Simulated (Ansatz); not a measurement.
# C: pressure series

Start from C in the diamond structure (space group Fd-3m, No. 227; a = 3.5716 Å).

Cell and atoms are relaxed at each pressure.

Levels (all Ansatz, a quantum-chemistry and plane-wave program, PAW, earlier PAW set): PBE (420 eV, without spin-orbit coupling); r2SCAN (500 eV, no SOC).

The base cell above is that of PBE; each level relaxes its own structures.

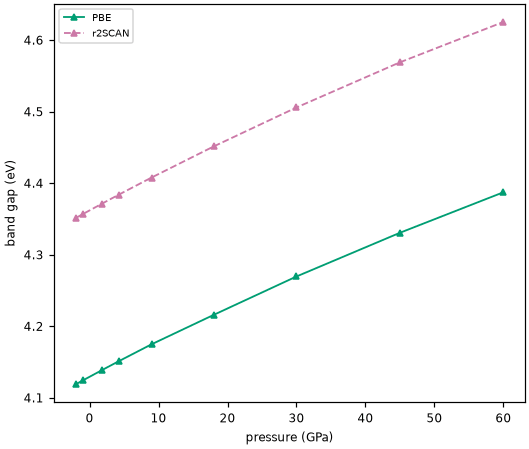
*Band gap under two levels*

Question: How do the two levels compare along the series?

Answer: PBE lies below r2SCAN in every row, by 0.23 eV to 0.24 eV. Near ties aside, they put the cases in the same order.

Load acts through the strain it causes; cell and atoms are relaxed under it. No phonon test of stability was made. Competing high-pressure phases were not computed.
